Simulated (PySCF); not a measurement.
SMILES C=C[Si](OC)OC, doublet at its GFN2-xTB optimised geometry (Å):

```
16

C     -2.4808     1.0557     0.6482
C     -1.3573     0.7288     0.0000
Si    -0.5724    -0.9591     0.0000
O      1.0677    -0.9591     0.0000
C      1.9451    -0.1905    -0.7607
O     -1.0188    -2.0114     1.1422
C     -0.4440    -2.2443     2.4059
H     -2.9374     0.3842     1.3551
H     -2.9618     2.0114     0.5154
H     -0.9707     1.4376    -0.7251
H      1.7797    -0.3513    -1.8293
H      2.9618    -0.4940    -0.5066
H      1.8232     0.8738    -0.5439
H     -0.7534    -3.2383     2.7305
H      0.6443    -2.1984     2.3557
H     -0.8028    -1.4997     3.1208
```

Method: unrestricted CAM-B3LYP/def2-TZVP run with PySCF 2.14.0. Cells within 0.4 Å of a nucleus heavier than hydrogen are left out (blank, or x).

Map of the deformation density (molecule minus spherical neutral atoms) (e/bohr³) on the plane z = 0.0 Å:

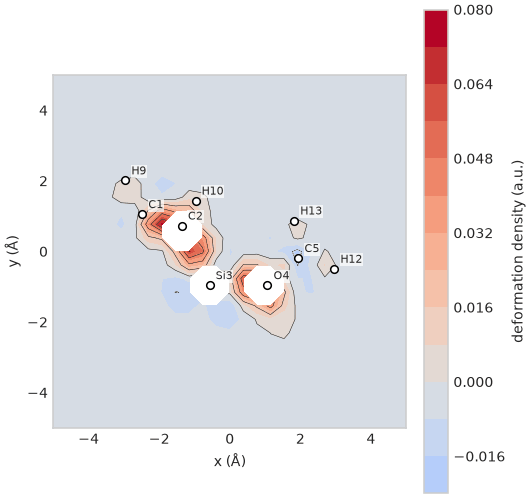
Fig. 1. Deformation density (molecule minus spherical neutral atoms) (e/bohr³) on the plane z = 0.0 Å.
